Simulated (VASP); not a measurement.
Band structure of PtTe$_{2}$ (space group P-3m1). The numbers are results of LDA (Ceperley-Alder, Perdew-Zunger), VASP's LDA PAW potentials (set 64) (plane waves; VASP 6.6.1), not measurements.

Unless said otherwise, spin-orbit coupling is left out, though it shifts the bands of the heavy elements here.

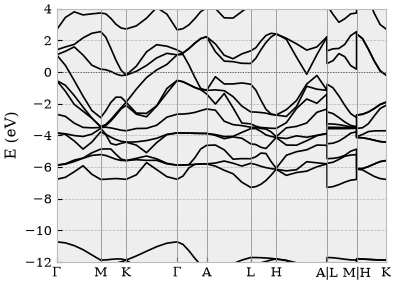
Fig. 1. Bands along high-symmetry lines, zero at the valence-band maximum or, without a gap, the Fermi level

Read the plot: is there a gap, and where are the band edges?

It has no gap at this level: it comes out as a metal or semimetal.

The structure is a typed PtTe2 crystal (P-3m1). The cell was not relaxed at this level.
